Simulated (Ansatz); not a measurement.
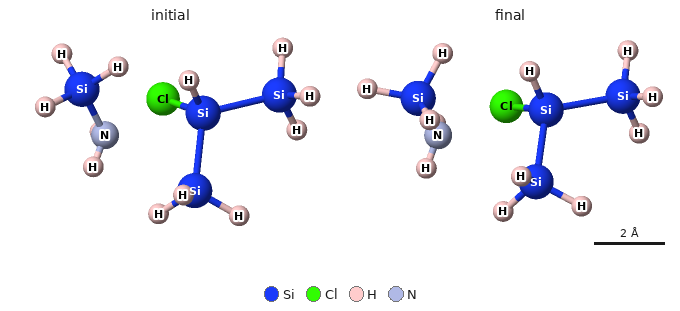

The structure of Si₄NH₁₂Cl before (left) and after (right) a relaxation, at one scale.

Style: ball-and-stick. Shown at a tilt.

The run prepares an end point of a later path (reaction) calculation, from a guessed geometry.

The calculation used RKS PBE0/6-31G* in Ansatz. Set-up: no spin polarisation; force threshold 0.03 eV/Å; at most 50 steps.

Describe what moved and what it gained.

Answer. The energy falls by 0.107 eV in 32 geometry steps. The largest force component goes from 0.73 to 0.019 eV/Å. The largest move after the best rigid fit is that of an H atom, 1.87 Å. By element the largest moves are H 1.87 Å, Si 0.36 Å, Cl 0.34 Å, N 0.22 Å. Among the contacts that change: Cl–Si 2.124 → 2.104 Å, H–N 1.035 → 1.016 Å, N–Si 1.762 → 1.748 Å, Si–Si 2.350 → 2.344 Å. Bond angles that change, for instance: N–Si–H 110.0° → 115.8°, N–Si–H 111.3° → 107.5°, Si–N–H 113.8° → 116.7°. Groups turn about N–Si by about 55°. The run took 2.2 min on 4 threads of Arm Neoverse V1, on a shared host, peak memory 0.41 GiB.

Limits of the set-up: the start holds two separate molecules, 2.6 Å apart at their closest, whose relative position is a soft coordinate and is computed without a dispersion correction.
